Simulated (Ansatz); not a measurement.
**C2F6O (SMILES FC(F)(F)OC(F)(F)F) at PBE0-DH/Sapporo-DZP (start density atoms, xc a 0.6)**

Aim: the vertical ionisation energy of C2F6O at PBE0-DH/Sapporo-DZP (start density atoms, xc a 0.6), from 2 runs. 

The results are computed with Ansatz 0.2.0.

4 further runs of the same task are left out: 1 for a known fault of the program, 1 that didn't finish, 2 set aside as unsound or not needed. Runs told in other sessions of the task aren't counted.

### 1 The structure to begin with

The species is C2F6O (9 atoms), meant as a singlet with charge 0. SMILES: `FC(F)(F)OC(F)(F)F`. The shape is that of a PBE0-D4/def2-TZVP optimisation.

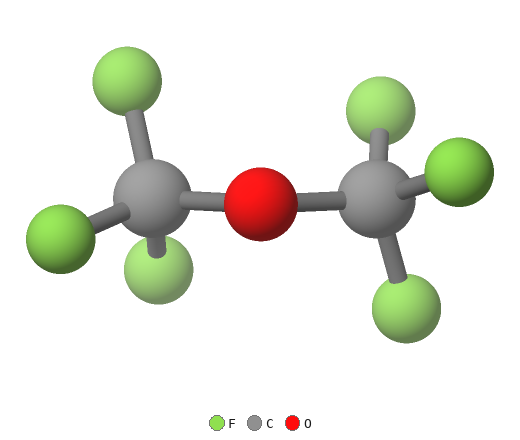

The structure, seen from a chosen angle (fluorine green, carbon grey, oxygen red).

### 2 Energy and forces at PBE0-DH/Sapporo-DZP (start density atoms, xc a 0.6)

Contents of run.yaml:

```yaml
crystal:
  periodic: [false, false, false]
  atoms:
    - symbol: F
      position_ang: [2.076690, -0.384510, -0.999750]
    - symbol: C
      position_ang: [0.777760, -0.429490, -0.791080]
    - symbol: F
      position_ang: [0.159870, 0.303300, -1.706270]
    - symbol: F
      position_ang: [0.367380, -1.682330, -0.915040]
    - symbol: O
      position_ang: [0.570650, 0.041580, 0.479900]
    - symbol: C
      position_ang: [-0.682950, 0.436400, 0.870810]
    - symbol: F
      position_ang: [-0.666110, 0.487120, 2.186080]
    - symbol: F
      position_ang: [-0.980110, 1.637760, 0.399820]
    - symbol: F
      position_ang: [-1.623170, -0.409820, 0.475530]
basis:
  gaussian:
    orbitals: Sapporo-DZP.json
    final_grid: {core_spheres: 5, valence_spheres: 4, degree: 11}
output: {forces: true, orbitals: {seedname: orbitals}}
hamiltonian: {xc: {name: PBE0-DH, parameters: {a: 0.6}}, pseudopotentials: {relativity: none}}
scf: {lower_state_search: light}
```

The basis set Sapporo-DZP is read from a file made from the Basis Set Exchange's data (not shown).

Command:

```
$ ansatz run run.yaml --threads 1 --pin off --max-ram 3480MiB --events-out events.jsonl --progress --plain --runs-dir runs
```

Standard output, shortened:

```text
Warning: RAYON_NUM_THREADS=1 ignored (pool sized by the plan → 1); use --threads N
Functional definition: PBE0-DH
  name "PBE0-DH"
[...]
  with a = 0.6 from the input
1383 factors; integrals over basis functions are off by at most 6.5e-4 eV
[...]
mean field -20394.97388023 eV, -749.5014658887 hartree, gradient 1.3e-6 eV, S^2 0.000000; 0 other end points of the search recorded, 0 dependent functions left out
9 core orbitals not correlated: weight in the atoms' cores, before any rotation towards them, 1.000 or more for the frozen orbitals, at most 0.000 for the correlated occupied ones
reference -20394.97388560 eV, -749.5014660860 hartree; 28, 28 occupied and 89, 89 virtual orbitals, 1383 factors
second order -50.74965983 eV of doubles, -0.00000000 eV of singles
[...]
Total energy: -20401.31759308 eV, -749.7345930359 hartree
Atom 0 at     2.076690    -0.384510    -0.999750 Å, force    -0.661124    -0.020389     0.137589 eV/Å
Atom 1 at     0.777760    -0.429490    -0.791080 Å, force    -0.187118    -0.086904    -0.273698 eV/Å
Atom 2 at     0.159870     0.303300    -1.706270 Å, force     0.388438    -0.436088     0.615824 eV/Å
Atom 3 at     0.367380    -1.682330    -0.915040 Å, force     0.236734     0.788441     0.098857 eV/Å
Atom 4 at     0.570650     0.041580     0.479900 Å, force    -0.328827    -0.023934    -0.276182 eV/Å
Atom 5 at    -0.682950     0.436400     0.870810 Å, force    -0.307549     0.051232    -0.142560 eV/Å
Atom 6 at    -0.666110     0.487120     2.186080 Å, force     0.022531    -0.026000    -0.674841 eV/Å
Atom 7 at    -0.980110     1.637760     0.399820 Å, force     0.203990    -0.756773     0.271816 eV/Å
Atom 8 at    -1.623170    -0.409820     0.475530 Å, force     0.632924     0.510414     0.243194 eV/Å
Dipole moment:    -0.001256    -0.000096    -0.001056 e Å
```

It took 11 s on 1 thread of Arm Neoverse V2, shared host; peak memory 0.39 GiB.

### 3 The doublet cation, same level

run.yaml: that of step 2 with these lines changed.

```diff
@@ -25,4 +25,6 @@
     final_grid: {core_spheres: 5, valence_spheres: 4, degree: 11}
-output: {forces: true, orbitals: {seedname: orbitals}}
+total_charge: 1
+magnetization: {spin_polarized: true, initial_magnetization: 1}
 hamiltonian: {xc: {name: PBE0-DH, parameters: {a: 0.6}}, pseudopotentials: {relativity: none}}
 scf: {lower_state_search: light}
+output: {forces: true, orbitals: {seedname: orbitals}}
```

The basis set Sapporo-DZP is read from a file made from the Basis Set Exchange's data (not shown).

Command:

```
$ ansatz run run.yaml --threads 1 --pin off --max-ram 3480MiB --events-out events.jsonl --progress --plain --runs-dir runs
```

Standard output, shortened:

```text
Warning: RAYON_NUM_THREADS=1 ignored (pool sized by the plan → 1); use --threads N
Functional definition: PBE0-DH
  name "PBE0-DH"
[...]
  with a = 0.6 from the input
1383 factors; integrals over basis functions are off by at most 6.5e-4 eV
[...]
mean field -20380.73582545 eV, -748.9782270265 hartree, gradient 5.8e-6 eV, S^2 0.756511; 2 other end points of the search recorded, 0 dependent functions left out
9 core orbitals not correlated: weight in the atoms' cores, before any rotation towards them, 1.000 or more for the frozen orbitals, at most 0.000 for the correlated occupied ones
reference -20380.73583236 eV, -748.9782272802 hartree; 28, 27 occupied and 89, 90 virtual orbitals, 1383 factors
second order -50.48046875 eV of doubles, -0.00000000 eV of singles
[...]
Total energy: -20387.04589095 eV, -749.2101176564 hartree
Atom 0 at     2.076690    -0.384510    -0.999750 Å, force    -1.742076     0.301550     0.952046 eV/Å
Atom 1 at     0.777760    -0.429490    -0.791080 Å, force     2.077957    -2.559157    -7.495516 eV/Å
Atom 2 at     0.159870     0.303300    -1.706270 Å, force     0.603883    -0.500214     2.266357 eV/Å
Atom 3 at     0.367380    -1.682330    -0.915040 Å, force     0.211817     1.932877     1.533227 eV/Å
Atom 4 at     0.570650     0.041580     0.479900 Å, force     1.420038     0.103746     1.194621 eV/Å
Atom 5 at    -0.682950     0.436400     0.870810 Å, force    -7.230608     2.183766     3.161910 eV/Å
Atom 6 at    -0.666110     0.487120     2.186080 Å, force     0.668505    -0.379564    -1.855207 eV/Å
Atom 7 at    -0.980110     1.637760     0.399820 Å, force     1.705921    -1.793618     0.079482 eV/Å
Atom 8 at    -1.623170    -0.409820     0.475530 Å, force     2.284563     0.710613     0.163080 eV/Å
Dipole moment:     0.202082     0.014733     0.169949 e Å
```

It took 26 s on 1 thread of Arm Neoverse V2, shared host; peak memory 0.54 GiB.

### 4 What came out

Level: PBE0-DH/Sapporo-DZP (start density atoms, xc a 0.6), 9 core orbitals frozen.

| quantity | value |
| --- | --- |
| singlet C2F6O: total energy | -749.73459 Eh |
| singlet C2F6O: dipole moment (SCF part) | 0.01 D |
| singlet C2F6O: HOMO energy (SCF part's orbitals) | -13.95 eV |
| singlet C2F6O: LUMO energy (SCF part's orbitals) | 5.93 eV |
| singlet C2F6O: HOMO–LUMO gap (SCF part's orbitals) | 19.88 eV |
| singlet C2F6O: largest force on an atom | 0.849 eV/Å |
| doublet cation: total energy | -749.21012 Eh |
| doublet cation: HOMO energy (SCF part's orbitals) (highest over α and β) | -21.97 eV |
| doublet cation: LUMO energy (SCF part's orbitals) (lowest over α and β) | -14.46 eV |
| doublet cation: ⟨S²⟩ | 0.757 |
| doublet cation: largest force on an atom | 8.188 eV/Å |
| vertical ionisation energy (to the doublet cation) | 14.272 eV |

The vertical ionisation energy comes to 14.27 eV (1377 kJ/mol). The largest force (singlet C2F6O) is 0.85 eV/Å: the shape isn't a stationary point for this species at this level. −ε(HOMO) before ionisation, 13.95 eV, is 0.32 eV below this ionisation energy. Mulliken charges (singlet C2F6O) run from -0.32 on O5 to +0.68 on C6. Mulliken charges (doublet cation) run from -0.10 on F9 to +0.70 on C6.
